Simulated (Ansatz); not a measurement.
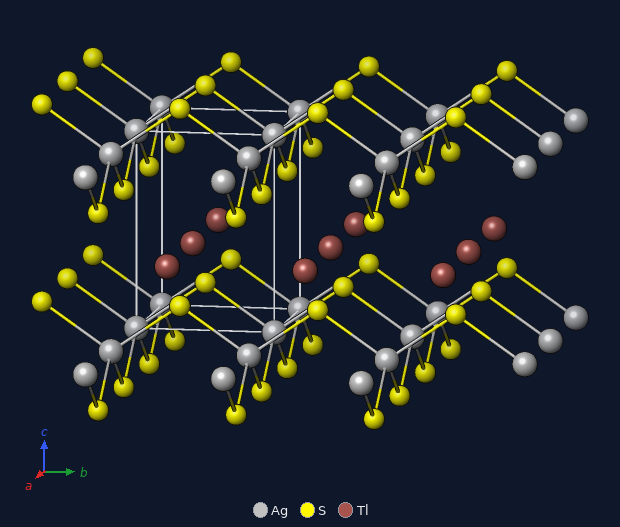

TlAgS2 (space group P-4m2, No. 115). Coordinates: the geometry relaxed with Ansatz 0.2.0, DFT, PBE, plane waves, PAW; the starting structure was generated, so it need not be a known form of this composition.

Bonds are taken as Ag–S below 2.9 Å; Tl is left out of the net, as the electropositive filling of the structure; no other contact counts. Atoms with one bond or none are removed and atoms with two bonds are replaced by edges, until no such atom is left.

What kind of net remains, and which atoms are its nodes?

A uninodal 4-connected, two-periodic (layers) net: Ag is a 4-connected node. S becomes part of the edges.

Does the net have a name?

It is the sql net, known from the square lattice.

How do the layers lie?

The layers lie parallel to (001).

Give the point symbol of each node (shortest cycle at each angle).

Ag: 4^4.6^2.

The simplified net, drawn on the atoms' positions. Nodes are coloured by element. One layer is drawn. Short stubs are edges that leave the cut-out.

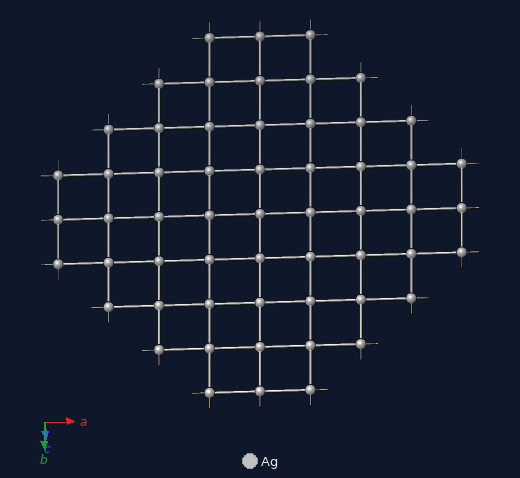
